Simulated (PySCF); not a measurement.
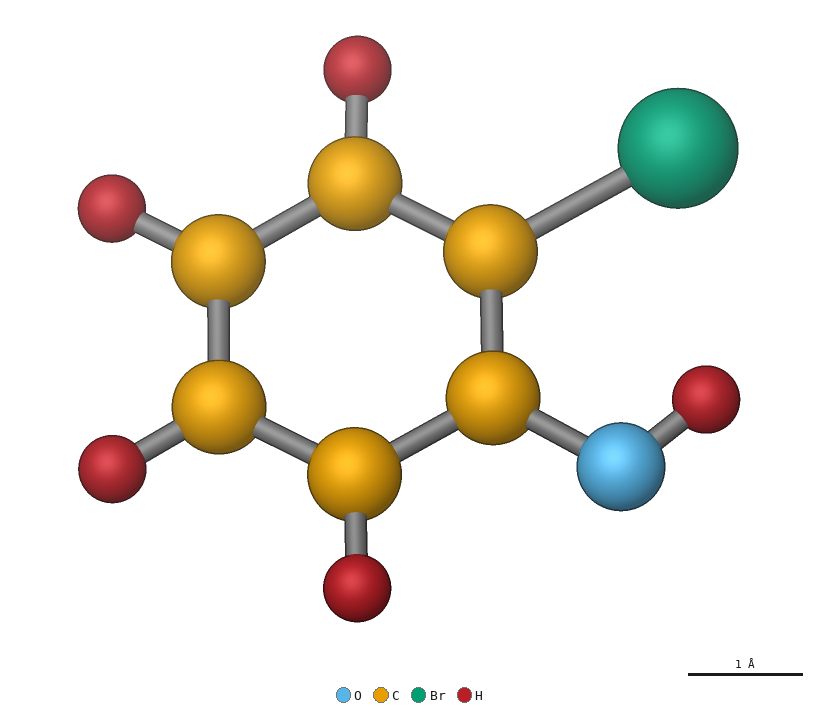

The picture shows a molecular structure as a ball-and-stick model. Every bond is drawn as one stick, whatever its order.

Computed geometry: PBE0-D3(BJ)/def2-SVP optimisation. No frequency run is at hand to confirm it as a minimum.

Which formula does it have?

Answer. C6H5BrO, 13 atoms: 6 carbon, 5 hydrogen, 1 bromine and 1 oxygen.

How many bonds of each kind are drawn?

Answer. 6 C–C, 4 C–H, 1 C–O, 1 C–Br, 1 O–H.

What is the point group of this geometry?

Answer. Cs.

Does it have rings?

Answer. Independent rings (smallest set): 1 of 6 members, 1 of them aromatic.

More results for the same structure follow; atom numbers are the same in all pictures, views and colours differ.

**Geometry**

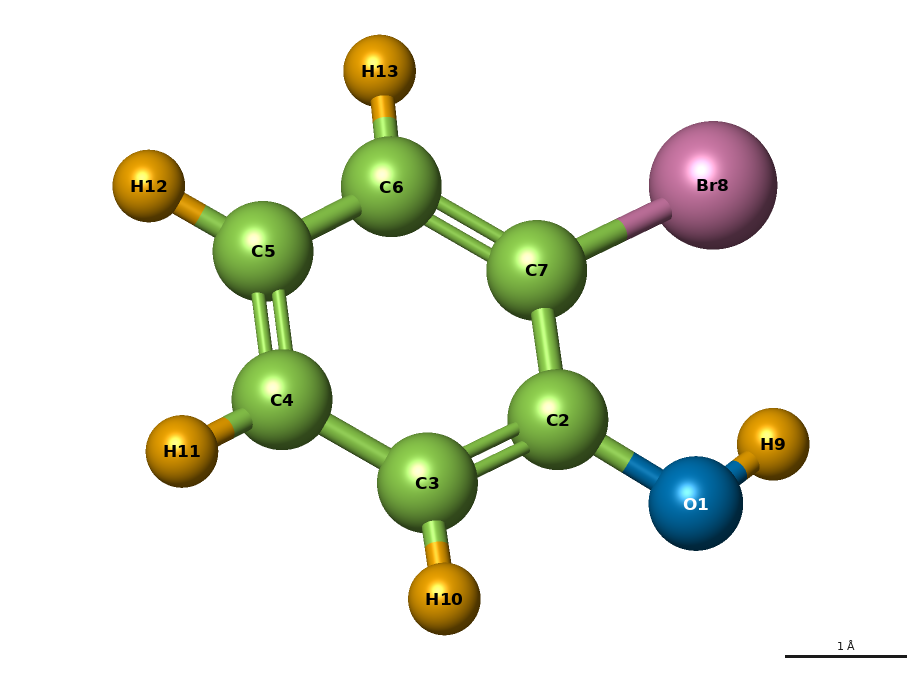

No frequency run is at hand to confirm it as a minimum.

What are the angles O1–C2–C3, O1–C2–C7, C2–C3–H10, C2–C7–C6, C2–C7–Br8, C3–C2–C7, C3–C4–H11, C4–C3–H10, C4–C5–H12, C5–C6–C7, C6–C5–H12, C7–C6–H13?

| angle | degrees |
| --- | --- |
| O1–C2–C3 | 118.7 |
| O1–C2–C7 | 123.3 |
| C2–C3–H10 | 117.7 |
| C2–C7–C6 | 121.6 |
| C2–C7–Br8 | 118.0 |
| C3–C2–C7 | 118.0 |
| C3–C4–H11 | 119.3 |
| C4–C3–H10 | 121.6 |
| C4–C5–H12 | 120.7 |
| C5–C6–C7 | 119.6 |
| C6–C5–H12 | 119.8 |
| C7–C6–H13 | 119.4 |

**NMR shielding**

The questions are on isotropic NMR shieldings of the H atoms. No frequency run is at hand to confirm it as a minimum. Level of theory: GIAO PBE0/STO-3G NMR shielding, non-relativistic, gas phase (PySCF 2.14.0).

Which H atom is the most shielded (lowest chemical shift)?

Answer. H9 (28.37 ppm).

Which H atom is the least shielded (highest chemical shift)?

Answer. H11 (25.74 ppm).

How wide is the range of H shifts?

Answer. 2.63 ppm.

Give the isotropic NMR shieldings of the H atoms atom by atom.

```json
{"atom": "H9", "σ (ppm)": "28.37"}
{"atom": "H10", "σ (ppm)": "25.96"}
{"atom": "H11", "σ (ppm)": "25.74"}
{"atom": "H12", "σ (ppm)": "26.06"}
{"atom": "H13", "σ (ppm)": "25.84"}
```

**Dipole moment**

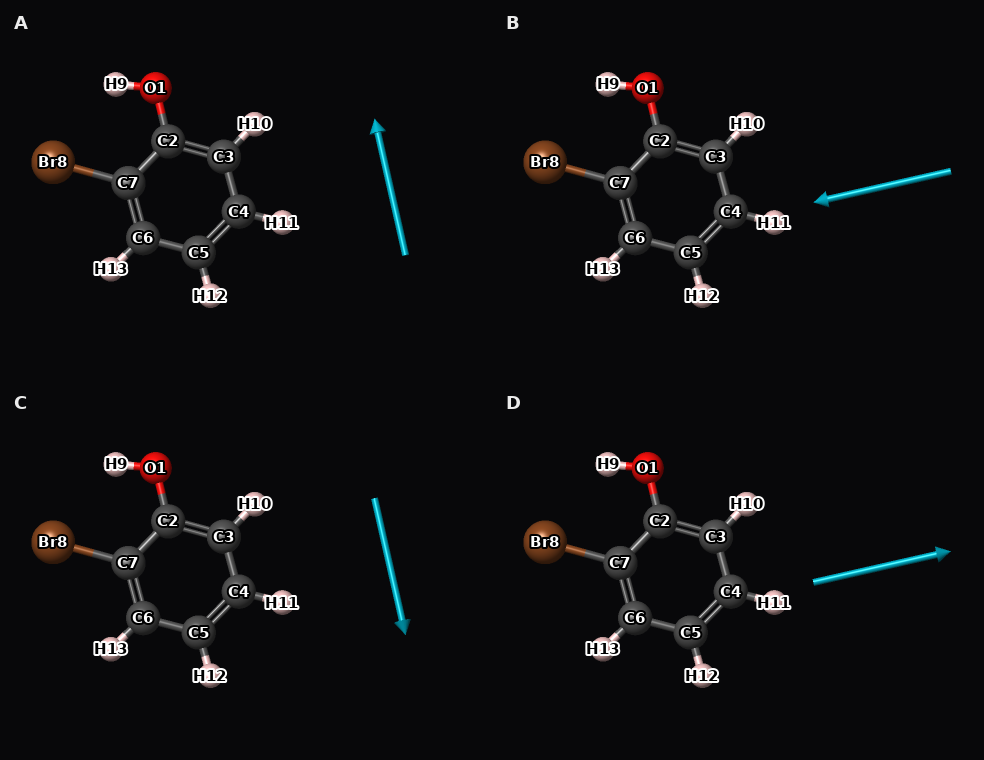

The same molecule four times, each with an arrow. No frequency run is at hand to confirm it as a minimum. Level of theory: ωB97X-D/pcSseg-1, gas phase (PySCF 2.14.0).

Which arrow points along the dipole moment, from the negative to the positive end?

Answer. C. The dipole moment is 0.91 D; it points from the side of H9 to the side of H12 (the outermost atoms at the two ends).

**Charges**

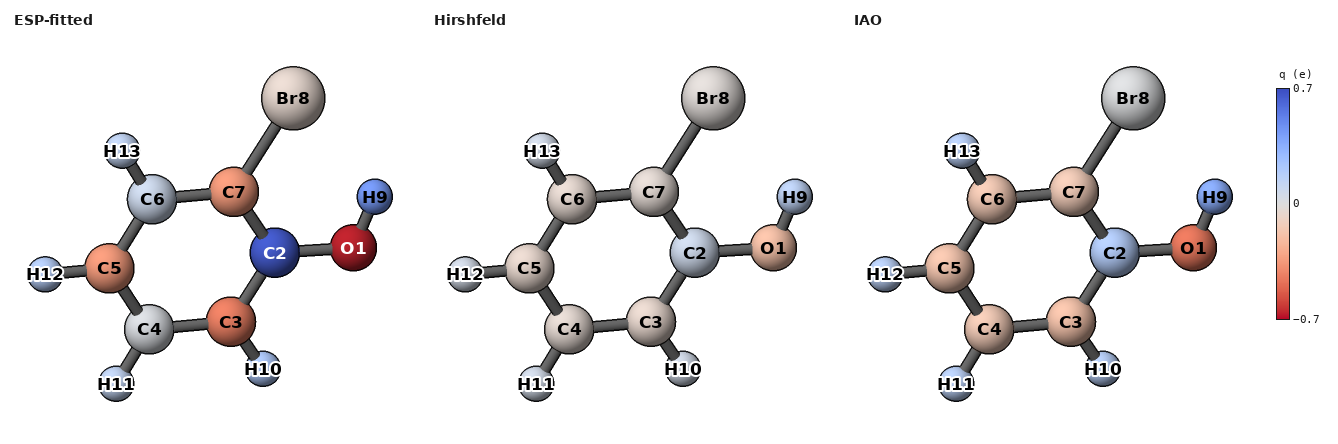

Atomic charges of one calculation by 3 schemes, on one colour scale. No frequency run is at hand to confirm it as a minimum. Method: PBE0/6-31G (PySCF 2.14.0).

Which scheme gives the most polar picture (largest mean size of the charges)?

Answer. The ESP-fitted charges are the largest in size here, and the Hirshfeld charges the smallest.

On which atom do the schemes disagree most?

Answer. On C2 (from 0.07 to 0.65 e).

List the charges (e), one line for each set of equivalent atoms.

```
atom  ESP-fitted  Hirshfeld    IAO
  O1       −0.66      −0.19  −0.45
  C2        0.65       0.07   0.19
  C3       −0.43      −0.06  −0.18
  C4        0.02      −0.04  −0.14
  C5       −0.34      −0.06  −0.17
  C6        0.08      −0.05  −0.14
  C7       −0.34      −0.03  −0.13
 Br8       −0.05      −0.02   0.01
  H9        0.44       0.15   0.35
 H10        0.21       0.06   0.17
 H11        0.13       0.06   0.16
 H12        0.18       0.05   0.16
 H13        0.13       0.06   0.17
```
